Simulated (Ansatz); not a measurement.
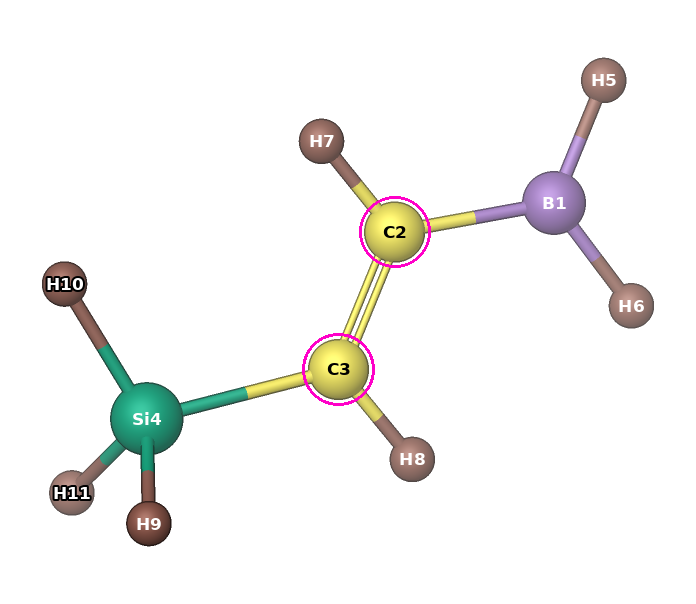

Depth is shown by fading: the farther an atom, the more it takes the colour of the background. Circles mark the stereogenic atoms. The computed structure is the end point of a PBE-D4/def2-SVP optimisation. No frequency run is at hand to confirm it as a minimum.

What are the Cahn–Ingold–Prelog descriptors?

Answer. C2=C3: E.

Write the isomeric SMILES.

Answer. B/C=C/[SiH3]
